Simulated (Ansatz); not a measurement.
## Electronic structure of ClF$_{3}$Ge$_{2}$ (SMILES [F][Ge-]1[F+][Ge-]([Cl])[F+]1) in real space

The calculation's input:

```
crystal:
  periodic: [false, false, false]
  atoms:
    - {symbol: Cl, position_ang: [-1.955262, 0.308855, -4.323762]}
    - {symbol: F, position_ang: [-1.434238, 3.178898, -3.137691]}
    - {symbol: F, position_ang: [0.752173, 1.670195, -2.379532]}
    - {symbol: F, position_ang: [-1.821174, 1.462240, -1.396776]}
    - {symbol: Ge, position_ang: [-0.309479, 2.784076, -1.517186]}
    - {symbol: Ge, position_ang: [-2.924272, 1.823902, -3.045148]}
basis:
  gaussian: {orbitals: def2-SVPD}
hamiltonian: {xc: pbe0}
output: {forces: true, orbitals: {seedname: orbitals}}
```

Command:

```sh
ansatz run input.yaml --threads 2 --pin off --max-ram 4350MiB --events-out events.jsonl --progress --plain --runs-dir runs
```

Geometry: PBE-D3(BJ)/def2-SVP.

All numbers below come from isolated molecule in a Gaussian basis; Kohn-Sham density functional theory, functional PBE0 in Ansatz 0.2.0.

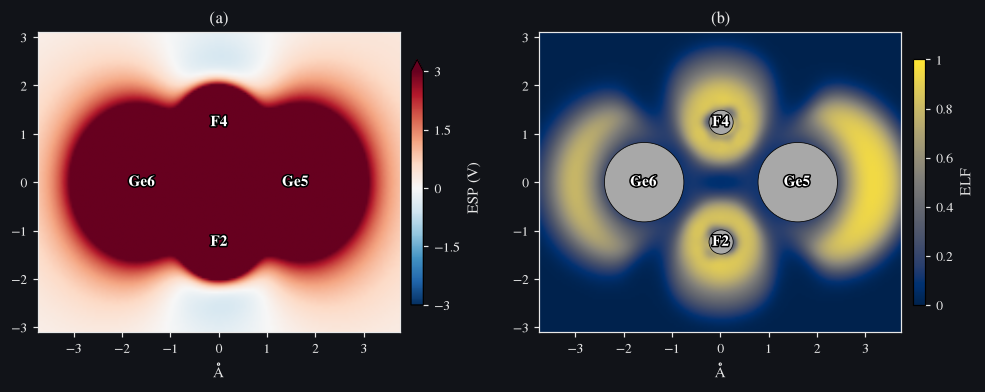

Figure 1. (a) electrostatic potential; (b) electron localisation function on the plane of atoms F2, Ge6 and F4. Grey discs cover the atomic cores in the ELF map.

Describe what can be read from this map.

- The plane passes through F and Ge nuclei.
- Ge–F (2.01 Å): the ELF peaks at about 0.85 in the valence shell of F, 0.6 Å from its nucleus, and is about 0.20 at the midpoint.
- The ELF also peaks beside F2, Ge6 and F4, away from the bonds: lone-pair regions.
- Outside the dense part of the molecule the potential is most negative (−0.5 V) near F2 and F4.

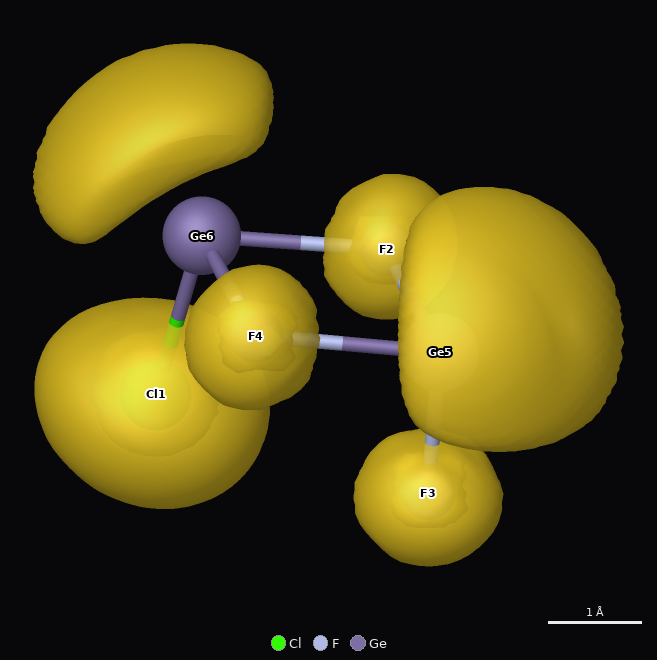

Figure 2. Isosurface of the ELF at 0.75 (yellow), seen at a tilt. Core shells and regions of very low density are left out.

Identify the bonds, lone pairs and shells in this picture.

At this value the surface marks out two lobes on Ge, pointing away from the bonds (lone pairs), one region wrapped around Cl (its valence shell) and three regions wrapped around F (the valence shell of each).


Ge–F (1.76 Å): the ELF peaks at about 0.80 in the valence shell of F, 0.5 Å from its nucleus, and is about 0.20 at the midpoint. Ge–Cl (2.21 Å): the ELF peaks at about 0.85 in the valence shell of Cl, 0.8 Å from its nucleus, and is about 0.60 at the midpoint.

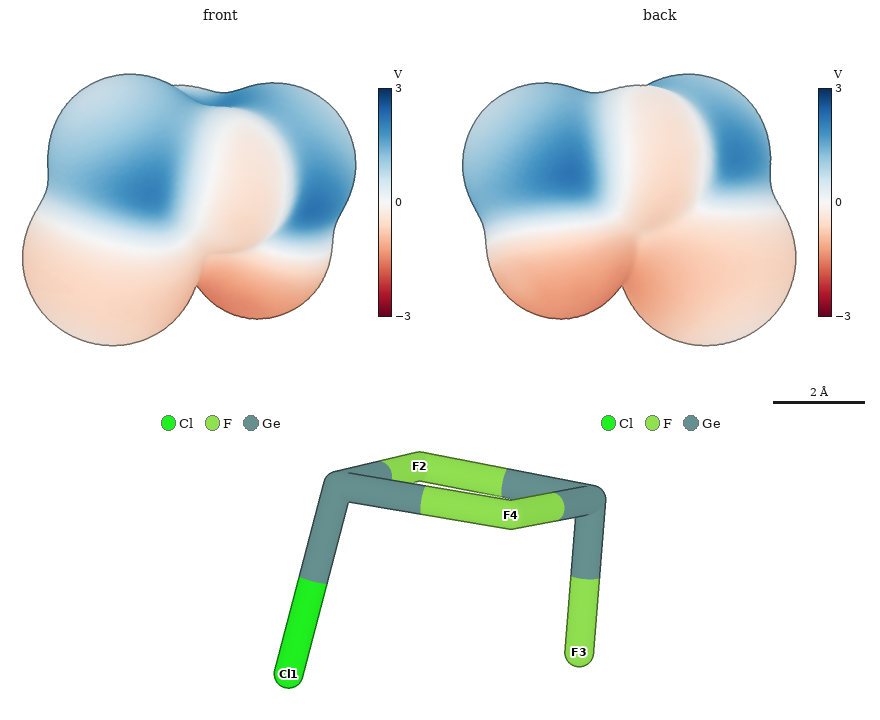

Figure 3. The electrostatic potential painted on the density surface at 0.002 e/bohr³, seen from the front and from behind; red is negative and blue positive. The bare structure is drawn below in the same view.

Describe the electrostatic potential map.

The most negative region (about −1.5 V) lies over F3, the most positive (about +2.1 V) over Ge5.

How polar is the molecule by this calculation?

Its dipole moment is 3.63 D.
